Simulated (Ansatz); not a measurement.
```yaml
atoms:
  - { symbol: B, position_ang: [0.0801, -0.4631, 0.1917] }
  - { symbol: Cl, position_ang: [-0.2082, -0.6160, 1.9970] }
  - { symbol: O, position_ang: [1.3655, -0.4614, -0.2306] }
  - { symbol: H, position_ang: [1.4168, -0.4134, -1.2039] }
  - { symbol: O, position_ang: [-0.9717, -0.4118, -0.6780] }
  - { symbol: H, position_ang: [-1.8287, -0.4707, -0.2198] }
  - { symbol: H, position_ang: [0.1023, 1.9302, 0.3664] }
  - { symbol: H, position_ang: [-0.0397, 1.7779, 1.0571] }
```

Not at a stationary point (largest force 1.9 eV/Å).

Level of theory: Ansatz, RKS PBE-D4/def2-SVP.

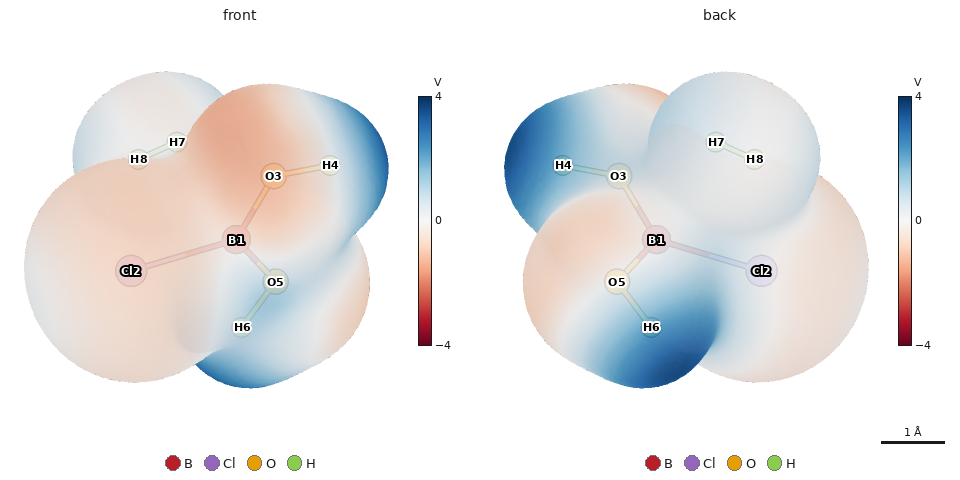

BClH2O2···H2. The electrostatic potential painted on the density surface at 0.004 e/bohr³, seen from the front and from behind; the colour scale runs from red (negative) to blue (positive).

Describe the electrostatic potential map.

The most negative region (about −1.4 V, or −32 kcal/mol for a unit charge) lies over O3, the most positive (about +3.5 V, or +81 kcal/mol for a unit charge) over H4 and H6. O3 is the likeliest acceptor of a hydrogen bond.
